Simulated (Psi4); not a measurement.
**Run report: CoF2, excited-state calculation**

CoF2, multiplicity 2, computed with CIS/def2-TZVP, UHF (Psi4 1.11).

The geometry is that of the parent species in another charge or spin state. The geometry comes from this level: GFN2-xTB.

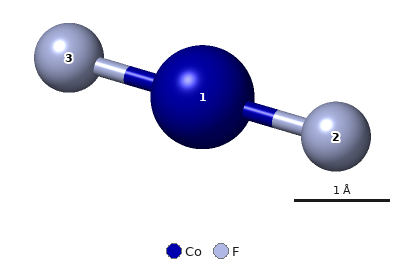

*The structure as given in the input (ball-and-stick view, seen at a tilt; atoms are numbered from 1 in the order of the input). Sticks mark near contacts.*

Bond lengths as drawn: Co–F 1.62 Å.

**Results in brief**

```tsv
quantity	value
outcome	converged
total energy	−1580.299970 hartree
basis functions	107
⟨S²⟩	0.754
hardware	1 thread of Intel Xeon @ 2.90GHz (Ice Lake), 16 GiB of memory available, shared host
wall time	14 s
peak memory	0.27 GiB
```

**Input (job.py)**
```python
import psi4

psi4.set_memory('1600 MB')
psi4.set_num_threads(1)
psi4.set_output_file('run.log', False)

with open('cof2.xyz') as f:
    atoms = ''.join(f.readlines()[2:])
mol = psi4.geometry('0 2\n' + atoms + 'symmetry c1')

options = {'basis': 'def2-TZVP', 'reference': 'uhf', 'scf_type': 'disk_df', 'save_jk': True}
psi4.set_options(options)

from psi4.driver.procrouting.response.scf_response import tdscf_excitations
energy_value, wavefunction = psi4.energy('hf', molecule=mol, return_wfn=True)
states = tdscf_excitations(wavefunction, states=8, tda=True)
for k, s in enumerate(states, 1):
    print(f"root {k}: {s['EXCITATION ENERGY'] * 27.211386:.4f} eV  f = {s['OSCILLATOR STRENGTH (LEN)']:.4f}  {s['SYMMETRY']}")
print(f'total energy {energy_value:.8f} hartree = {energy_value * 27.211386:.5f} eV')
```

**File cof2.xyz**
```
3
CoF2
Co     0.000020     0.000010     0.000070
F     -0.015840    -0.019580     1.616250
F      0.015830     0.019570    -1.616320
```

Command:
```bash
python job.py
```

**Log**
```
h
    h
    h

    -----------------------------------------------------------------------

    Memory:     1.5 GiB
    Threads:    1
                ecpint, einsums, f̶o̶r̶t̶e̶, gauxc, gcp, g̶d̶m̶a̶, geometric, g̶p̶u̶_̶d̶f̶c̶c̶,
                i̶n̶t̶e̶g̶r̶a̶t̶o̶r̶x̶x̶, i̶p̶i̶, libefp, m̶d̶i̶, m̶p̶2̶d̶, m̶r̶c̶c̶, ooo,
                o̶p̶e̶n̶f̶e̶r̶m̶i̶o̶n̶p̶s̶i̶4̶, pcmsolver, p̶s̶i̶4̶f̶o̶c̶k̶c̶i̶, p̶s̶i̶x̶a̶s̶,
                p̶y̶e̶i̶n̶s̶u̶m̶s̶, r̶e̶s̶p̶, s̶i̶m̶i̶n̶t̶, s̶n̶s̶m̶p̶2̶,
                v̶2̶r̶d̶m̶_̶c̶a̶s̶s̶c̶f̶

   => Loading Basis Set <=

    Name: DEF2-TZVP
    Role: ORBITAL
    Keyword: BASIS

         ---------------------------------------------------------
                                   SCF
                              UHF Reference
                        1 Threads,   1525 MiB Core
         ---------------------------------------------------------

  ==> Geometry <==

    Molecular point group: c1
    Full point group: C1v

    Geometry (in Angstrom), charge = 0, multiplicity = 2:

       Center              X                  Y                   Z               Mass
    ------------   -----------------  -----------------  -----------------  -----------------
         CO           0.000003916867     0.000011377120     0.000040987839    58.933194290000
         F            0.000003916867     0.000011377120     1.616417521973    18.998403162730
         F           -0.000016067017    -0.000046669037    -1.616544666567    18.998403162730

  Running in c1 symmetry.

  Rotational constants: A = 774588183.44224  B =      0.16979  C =      0.16979 [cm^-1]
  Rotational constants: A = 23221569545190.46094  B =   5090.12964  C =   5090.12964 [MHz]
  Nuclear repulsion =  172.356981708475871

  Charge       = 0
  Multiplicity = 2
  Electrons    = 45
  Nalpha       = 23
  Nbeta        = 22

  ==> Algorithm <==

  SCF Algorithm Type is DISK_DF.
  DIIS enabled.
  MOM disabled.
  Fractional occupation disabled.
  Guess Type is SAD.
  Energy threshold   = 1.00e-06
  Density threshold  = 1.00e-06
  Integral threshold = 1.00e-12

  ==> Primary Basis <==

  Basis Set: DEF2-TZVP
    Blend: DEF2-TZVP
    Number of shells: 37
    Number of basis functions: 107
    Number of Cartesian functions: 124
    Spherical Harmonics?: true
    Max angular momentum: 3

   => Loading Basis Set <=

    Name: (DEF2-TZVP AUX)
    Role: JKFIT
    Keyword: DF_BASIS_SCF

  ==> Integral Setup <==

  ==> DiskDFJK: Density-Fitted J/K Matrices <==

    J tasked:                  Yes
    K tasked:                  Yes
    wK tasked:                  No
    Integrals threads:           1
    Memory [MiB]:             1144
    Algorithm:                Core
    Integral Cache:           NONE
    Schwarz Cutoff:          1E-12
    Fitting Condition:       1E-10

   => Auxiliary Basis Set <=

  Basis Set: (DEF2-TZVP AUX)
    Blend: DEF2-UNIVERSAL-JKFIT
    Number of shells: 108
    Number of basis functions: 418
    Number of Cartesian functions: 563
    Spherical Harmonics?: true
    Max angular momentum: 6

  Minimum eigenvalue in the overlap matrix is 3.7267839858E-03.
  Reciprocal condition number of the overlap matrix is 8.9605308544E-04.
    Using symmetric orthogonalization.

  ==> Pre-Iterations <==

  SCF Guess: Superposition of Atomic Densities via on-the-fly atomic UHF (no occupation information).

   -------------------------
    Irrep   Nso     Nmo
   -------------------------
     A        107     107
   -------------------------
    Total     107     107
   -------------------------

  ==> Iterations <==

                           Total Energy        Delta E     RMS |[F,P]|

   @DF-UHF iter SAD: -1577.81707851164333   -1.57782e+03   0.00000e+00
   @DF-UHF iter   1: -1575.98491084264674    1.83217e+00   3.91418e-02 DIIS/ADIIS
   @DF-UHF iter   2: -1558.22348467469396    1.77614e+01   6.24760e-02 DIIS/ADIIS
   @DF-UHF iter   3: -1580.04366323841259   -2.18202e+01   8.72290e-03 DIIS/ADIIS
   @DF-UHF iter   4: -1580.22628876534236   -1.82626e-01   4.54671e-03 DIIS/ADIIS
   @DF-UHF iter   5: -1580.27846593732238   -5.21772e-02   2.11947e-03 DIIS/ADIIS
   @DF-UHF iter   6: -1580.29815864856073   -1.96927e-02   5.94048e-04 DIIS/ADIIS
   @DF-UHF iter   7: -1580.29944000658566   -1.28136e-03   3.13982e-04 DIIS/ADIIS
   @DF-UHF iter   8: -1580.29991988128336   -4.79875e-04   5.33195e-05 DIIS
   @DF-UHF iter   9: -1580.29996359106235   -4.37098e-05   2.81587e-05 DIIS
   @DF-UHF iter  10: -1580.29996871316553   -5.12210e-06   7.87320e-06 DIIS
   @DF-UHF iter  11: -1580.29996944662639   -7.33461e-07   4.57394e-06 DIIS
   @DF-UHF iter  12: -1580.29996955918568   -1.12559e-07   1.42652e-06 DIIS
   @DF-UHF iter  13: -1580.29996957472758   -1.55419e-08   5.57582e-07 DIIS
  Energy and wave function converged.

  ==> Post-Iterations <==

   @Spin Contamination Metric:   4.162795745E-03
   @S^2 Expected:                7.500000000E-01
   @S^2 Observed:                7.541627957E-01
   @S   Expected:                5.000000000E-01
   @S   Observed:                5.000000000E-01

    Orbital Energies [Eh]
    ---------------------

    Alpha Occupied:

       1A   -283.096721     2A    -34.928204     3A    -30.200043
       4A    -30.169940     5A    -30.169477     6A    -26.258818
       7A    -26.258757     8A     -4.611772     9A     -3.149551
      10A     -3.112558    11A     -3.059973    12A     -1.561432
      13A     -1.537706    14A     -0.806706    15A     -0.787998
      16A     -0.654405    17A     -0.653868    18A     -0.644118
      19A     -0.640515    20A     -0.639287    21A     -0.618638
      22A     -0.579210    23A     -0.535017

    Alpha Virtual:

      24A      0.064118    25A      0.131959    26A      0.220144
      27A      0.223038    28A      0.274669    29A      0.274860
      30A      0.313409    31A      0.342956    32A      0.347622
      33A      0.375051    34A      0.398094    35A      0.760687
      36A      0.826829    37A      0.828749    38A      0.853044
      39A      0.993937    40A      0.998395    41A      1.120703
      42A      1.120867    43A      1.125682    44A      1.197176
      45A      1.237059    46A      1.328841    47A      1.766063
      48A      1.774593    49A      1.977714    50A      1.984662
      51A      2.254562    52A      2.254569    53A      2.299555
      54A      2.299567    55A      2.376570    56A      2.382608
      57A      2.588170    58A      2.661805    59A      2.663258
      60A      3.175098    61A      3.410171    62A      3.679642
      63A      3.684635    64A      3.788916    65A      3.856069
      66A      3.860446    67A      3.970407    68A      4.159756
      69A      4.203892    70A      4.204906    71A      4.243076
      72A      4.437105    73A      4.442281    74A      4.946157
      75A      5.169526    76A      5.169554    77A      5.175177
      78A      5.186280    79A      5.202894    80A      5.247026
      81A      5.632242    82A      7.393291    83A      7.393295
      84A      7.406861    85A      7.406864    86A      7.412057
      87A      7.414021    88A      7.415317    89A      7.415326
      90A      7.415415    91A      7.415483    92A      7.433843
      93A      7.436007    94A      7.608254    95A      7.693134
      96A      8.886461    97A      8.886462    98A      8.908319
      99A      8.908320   100A      8.962436   101A      8.962588
     102A      9.130311   103A      9.130334   104A      9.456125
     105A      9.495623   106A     58.754007   107A     58.804095

    Beta Occupied:

       1A   -283.095902     2A    -34.891245     3A    -30.159185
       4A    -30.150675     5A    -30.120456     6A    -26.256351
       7A    -26.256292     8A     -4.514753     9A     -3.031530
      10A     -2.990116    11A     -2.951064    12A     -1.554946
      13A     -1.529951    14A     -0.784593    15A     -0.640003
      16A     -0.637563    17A     -0.631053    18A     -0.619341
      19A     -0.616113    20A     -0.608148    21A     -0.607784
      22A     -0.516818

    Beta Virtual:

      23A      0.066551    24A      0.166258    25A      0.216928
      26A      0.227882    27A      0.228926    28A      0.275374
      29A      0.275549    30A      0.317355    31A      0.348910
      32A      0.356489    33A      0.376220    34A      0.401929
      35A      0.762380    36A      0.828602    37A      0.831510
      38A      0.853716    39A      0.998649    40A      1.001522
      41A      1.128614    42A      1.128830    43A      1.207520
      44A      1.237496    45A      1.238565    46A      1.329921
      47A      1.777282    48A      1.797400    49A      1.983620
      50A      2.014557    51A      2.256544    52A      2.256546
      53A      2.301726    54A      2.301730    55A      2.378190
      56A      2.397275    57A      2.592584    58A      2.661719
      59A      2.667680    60A      3.188695    61A      3.427480
      62A      3.685148    63A      3.689941    64A      3.807226
      65A      3.860945    66A      3.865647    67A      3.977780
      68A      4.224900    69A      4.226795    70A      4.261979
      71A      4.318693    72A      4.439314    73A      4.447947
      74A      4.960027    75A      5.208667    76A      5.208921
      77A      5.259906    78A      5.268555    79A      5.269687
      80A      5.319825    81A      5.674072    82A      7.394665
      83A      7.394689    84A      7.408191    85A      7.408208
      86A      7.412156    87A      7.416408    88A      7.417545
      89A      7.417566    90A      7.417884    91A      7.418730
      92A      7.434110    93A      7.438868    94A      7.612016
      95A      7.695901    96A      8.891733    97A      8.891741
      98A      8.913553    99A      8.913560   100A      8.963105
     101A      8.968589   102A      9.130668   103A      9.135775
     104A      9.459997   105A      9.498543   106A     58.755372
     107A     58.805454

    Final Occupation by Irrep:
              A
    DOCC [    22 ]
    SOCC [     1 ]
    NA   [    23 ]
    NB   [    22 ]

  @DF-UHF Final Energy: -1580.29996957472758

   => Energetics <=

    Nuclear Repulsion Energy =            172.3569817084758711
    One-Electron Energy =               -2537.4750538006114766
    Two-Electron Energy =                 784.8181025174079650
    Total Energy =                      -1580.2999695747275837

  UHF NO Occupations:
  HONO-2 :   21  A 1.9995265
  HONO-1 :   22  A 1.9993397
  HONO-0 :   23  A 1.0000000
  LUNO+0 :   24  A 0.0006603
  LUNO+1 :   25  A 0.0004735
  LUNO+2 :   26  A 0.0001900
  LUNO+3 :   27  A 0.0001881

Computation Completed

Properties will be evaluated at   0.000000,   0.000000,   0.000000 [a0]

Properties computed using the SCF density matrix

 Multipole Moments:

 ------------------------------------------------------------------------------------
     Multipole            Electronic (a.u.)      Nuclear  (a.u.)        Total (a.u.)
 ------------------------------------------------------------------------------------

 L = 1.  Multiply by 2.5417464519 to convert [e a0] to [Debye]
 Dipole X            :          0.0000264           -0.0000068            0.0000197
 Dipole Y            :          0.0000795           -0.0000197            0.0000597
 Dipole Z            :          0.0005105           -0.0000711            0.0004393
 Magnitude           :                                                    0.0004438

 ------------------------------------------------------------------------------------

	total time  =          3 seconds =       0.05 minutes

******************************************************************************************
**********                               WARNING                                **********
**********       The names of excited state variables changed between 1.5       **********
**********     and 1.6. For a quick solution, remove the symmetry specifier     **********
**********   from the variable name. For full details, see 'Notes on Psivars'   **********
**********                        in the documentation.                         **********
******************************************************************************************

         ---------------------------------------------------------
                         TDSCF excitation energies
         ---------------------------------------------------------

  ==> Options <==

     Residual threshold  : 1.0000e-04
     Initial guess       : denominators
     Reference           : UHF
     Solver type         : TDA (Davidson)

  ==> Requested Excitations <==

      8 singlet states with A symmetry

  ==> Seeking the lowest 8 singlet states with A symmetry

                         Generalized Davidson Solver

  ==> Options <==

    Max number of iterations        = 60
    Eigenvector tolerance           = 1.0000e-04
    Max number of expansion vectors = 1600

  => Iterations <=
                           Max[D[value]]     Max[|R|]   # vectors
  DavidsonSolver iter   1:   3.81290e-01  3.09432e-01     32
  DavidsonSolver iter   2:   2.27723e-01  1.45997e-01     40
  DavidsonSolver iter   3:   6.72014e-02  7.32709e-02     48
  DavidsonSolver iter   4:   1.59418e-01  2.18426e-01     56
  DavidsonSolver iter   5:   2.47546e-02  6.44744e-02     64
  DavidsonSolver iter   6:   4.20737e-02  6.12996e-01     72
  DavidsonSolver iter   7:   1.79883e-01  1.16194e-01     80
  DavidsonSolver iter   8:   5.97651e-03  5.04195e-02     87
  DavidsonSolver iter   9:   1.58615e-01  4.28527e-01     93
  DavidsonSolver iter  10:   1.58615e-01  8.01488e-02     99
  DavidsonSolver iter  11:   1.51129e-03  1.52411e-02    100
  DavidsonSolver iter  12:   5.22971e-05  3.02393e-03    101
  DavidsonSolver iter  13:   2.01721e-06  5.88668e-04    102
  DavidsonSolver iter  14:   7.50564e-08  1.19865e-04    103
  DavidsonSolver iter  15:   2.26697e-09  8.53895e-05    104      Converged

******************************************************************************************
**********                               WARNING                                **********
**********  Length-gauge rotatory strengths are **NOT** gauge-origin invariant  **********
******************************************************************************************

                                    Excitation Energy         Total Energy        Oscillator Strength             Rotatory Strength
     #   Sym: GS->ES (Trans)        au              eV              au          au (length)    au (velocity)    au (length)    au (velocity)
    ---- -------------------- --------------- --------------- --------------- --------------- --------------- --------------- ---------------
     1        A->A (1 A)       0.00159         0.04339        -1580.29838      0.0000          0.0000         -0.0000         -0.0000
     2        A->A (1 A)       0.00891         0.24250        -1580.29106      0.0000          0.0000          0.0000          0.0000
     3        A->A (1 A)       0.06365         1.73213        -1580.23631      0.0000          0.0000         -0.0000         -0.0000
     4        A->A (1 A)       0.09384         2.55351        -1580.20613      0.0000          0.0000         -0.0000         -0.0000
     5        A->A (1 A)       0.27373         7.44865        -1580.02624      0.0000          0.0000         -0.0000         -0.0000
     6        A->A (1 A)       0.32715         8.90221        -1579.97282      0.0000          0.0000          0.0000          0.0000
     7        A->A (1 A)       0.32917         8.95714        -1579.97080      0.0000          0.0000          0.0000          0.0000
     8        A->A (1 A)       0.34163         9.29616        -1579.95834      0.0000          0.0000          0.0000          0.0000

Contributing excitations
Only contributions with abs(coeff) > 1.00e-01 will be printed:

Excited State    1 (1 A):   0.00159 au   28575.13 nm f = 0.0000
Alpha orbitals:
  Sums of squares: Xssq =  2.658021e-03
Beta orbitals:
  Sums of squares: Xssq =  9.973420e-01
     14a (b) ->  27a (b)   -0.233126 ( 5.435%)
     20a (b) ->  27a (b)   -0.620637 (38.519%)
     20a (b) ->  32a (b)    0.174923 ( 3.060%)
     20a (b) ->  45a (b)    0.118154 ( 1.396%)
     21a (b) ->  24a (b)   -0.211944 ( 4.492%)
     22a (b) ->  27a (b)    0.642636 (41.298%)
     22a (b) ->  32a (b)   -0.173447 ( 3.008%)
     22a (b) ->  45a (b)   -0.107295 ( 1.151%)

Excited State    2 (1 A):   0.00891 au   5112.75 nm f = 0.0000
Alpha orbitals:
  Sums of squares: Xssq =  9.992362e-01
     15a (a) ->  25a (a)   -0.708780 (50.237%)
     15a (a) ->  32a (a)   -0.102614 ( 1.053%)
     15a (a) ->  44a (a)   -0.129040 ( 1.665%)
     22a (a) ->  25a (a)   -0.672265 (45.194%)
Beta orbitals:
  Sums of squares: Xssq =  7.638204e-04

Excited State    3 (1 A):   0.06365 au   715.79 nm f = 0.0000
Alpha orbitals:
  Sums of squares: Xssq =  9.757450e-02
     16a (a) ->  25a (a)   -0.248830 ( 6.192%)
     23a (a) ->  25a (a)    0.177288 ( 3.143%)
Beta orbitals:
  Sums of squares: Xssq =  9.024255e-01
     20a (b) ->  24a (b)   -0.248715 ( 6.186%)
     21a (b) ->  27a (b)   -0.806191 (64.994%)
     21a (b) ->  32a (b)    0.221662 ( 4.913%)
     21a (b) ->  45a (b)    0.141551 ( 2.004%)
     22a (b) ->  24a (b)    0.320629 (10.280%)

Excited State    4 (1 A):   0.09384 au   485.54 nm f = 0.0000
Alpha orbitals:
  Sums of squares: Xssq =  4.695013e-02
     17a (a) ->  25a (a)   -0.210488 ( 4.431%)
Beta orbitals:
  Sums of squares: Xssq =  9.530499e-01
     14a (b) ->  27a (b)   -0.309020 ( 9.549%)
     20a (b) ->  27a (b)    0.694336 (48.210%)
     20a (b) ->  32a (b)   -0.187669 ( 3.522%)
     20a (b) ->  45a (b)   -0.115657 ( 1.338%)
     21a (b) ->  24a (b)   -0.281256 ( 7.911%)
     22a (b) ->  27a (b)    0.460329 (21.190%)
     22a (b) ->  32a (b)   -0.113590 ( 1.290%)

Excited State    5 (1 A):   0.27373 au   166.45 nm f = 0.0000
Alpha orbitals:
  Sums of squares: Xssq =  3.778996e-01
     23a (a) ->  24a (a)    0.518737 (26.909%)
     23a (a) ->  30a (a)    0.241797 ( 5.847%)
     23a (a) ->  34a (a)    0.146274 ( 2.140%)
Beta orbitals:
  Sums of squares: Xssq =  6.221004e-01
     20a (b) ->  23a (b)    0.108830 ( 1.184%)
     22a (b) ->  23a (b)   -0.677337 (45.879%)
     22a (b) ->  30a (b)   -0.288083 ( 8.299%)
     22a (b) ->  34a (b)   -0.191871 ( 3.681%)

Excited State    6 (1 A):   0.32715 au   139.27 nm f = 0.0000
Alpha orbitals:
  Sums of squares: Xssq =  7.355139e-02
     17a (a) ->  24a (a)   -0.213215 ( 4.546%)
     17a (a) ->  30a (a)   -0.134235 ( 1.802%)
Beta orbitals:
  Sums of squares: Xssq =  9.264486e-01
     21a (b) ->  23a (b)    0.813707 (66.212%)
     21a (b) ->  30a (b)    0.421409 (17.759%)
     21a (b) ->  34a (b)    0.274214 ( 7.519%)

Excited State    7 (1 A):   0.32917 au   138.42 nm f = 0.0000
Alpha orbitals:
  Sums of squares: Xssq =  1.485923e-01
     16a (a) ->  24a (a)    0.113889 ( 1.297%)
     23a (a) ->  24a (a)    0.319086 (10.182%)
     23a (a) ->  30a (a)    0.102308 ( 1.047%)
Beta orbitals:
  Sums of squares: Xssq =  8.514077e-01
     20a (b) ->  23a (b)   -0.774200 (59.939%)
     20a (b) ->  30a (b)   -0.396289 (15.705%)
     20a (b) ->  34a (b)   -0.257480 ( 6.630%)
     22a (b) ->  23a (b)    0.101583 ( 1.032%)

Excited State    8 (1 A):   0.34163 au   133.37 nm f = 0.0000
Alpha orbitals:
  Sums of squares: Xssq =  5.637721e-01
     16a (a) ->  24a (a)    0.285505 ( 8.151%)
     16a (a) ->  30a (a)    0.168969 ( 2.855%)
     23a (a) ->  24a (a)   -0.612646 (37.534%)
     23a (a) ->  30a (a)   -0.187003 ( 3.497%)
     23a (a) ->  34a (a)   -0.134099 ( 1.798%)
Beta orbitals:
  Sums of squares: Xssq =  4.362279e-01
     20a (b) ->  23a (b)   -0.227516 ( 5.176%)
     20a (b) ->  30a (b)   -0.113704 ( 1.293%)
     22a (b) ->  23a (b)   -0.562572 (31.649%)
     22a (b) ->  30a (b)   -0.133954 ( 1.794%)
     22a (b) ->  34a (b)   -0.109267 ( 1.194%)

******************************************************************************************
**********                               WARNING                                **********
**********       The names of excited state variables changed between 1.5       **********
**********     and 1.6. For a quick solution, remove the symmetry specifier     **********
**********   from the variable name. For full details, see 'Notes on Psivars'   **********
**********                        in the documentation.                         **********
******************************************************************************************
```

**Standard output**
```
root 1: 0.0434 eV  f = 0.0000  A
root 2: 0.2425 eV  f = 0.0000  A
root 3: 1.7321 eV  f = 0.0000  A
root 4: 2.5535 eV  f = 0.0000  A
root 5: 7.4486 eV  f = 0.0000  A
root 6: 8.9022 eV  f = 0.0000  A
root 7: 8.9571 eV  f = 0.0000  A
root 8: 9.2962 eV  f = 0.0000  A
total energy -1580.29996957 hartree = -43002.15247 eV
```
